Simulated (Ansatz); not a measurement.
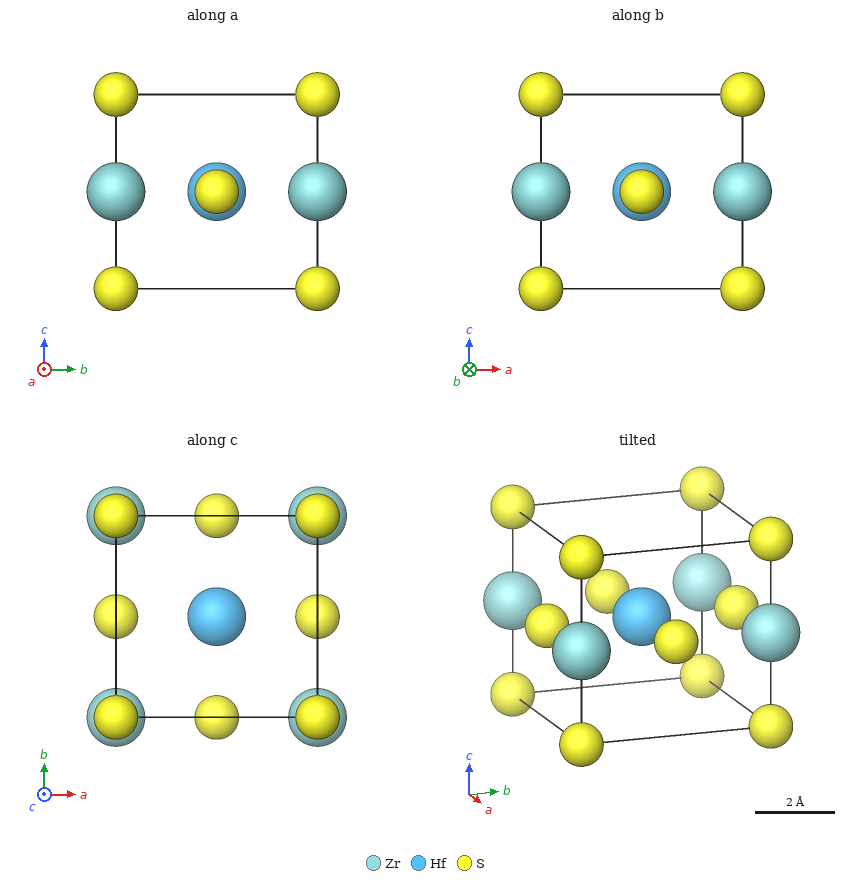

Shown here is a spheres-only view of the crystal, taken along the a axis, along the b axis, along the c axis and slightly off an axis. The box is the conventional unit cell; atoms on or close to its faces, edges and corners are drawn wherever they repeat.

Lattice parameters: a = 5.105 Å, b = 5.105 Å, c = 4.918 Å, α = 90.00°, β = 90.00°, γ = 90.00°. Put a along x and b in the xy plane.

Question: Transcribe the picture into a POSCAR file.

Answer:
```
Zr Hf S
1.0
     5.105    0.000    0.000
     0.000    5.105    0.000
     0.000    0.000    4.918
Zr Hf S
1 1 3
Direct
  0.0000 0.0000 0.5000
  0.5000 0.5000 0.5000
  0.0000 0.5000 0.5000
  0.5000 0.0000 0.5000
  0.0000 0.0000 0.0000
```

The initial geometry was a random cell made by a generator, so it need not be a real form of the compound. Earlier steps of the study may have refined or changed the cell and positions. It was run through Ansatz as a DFT input.
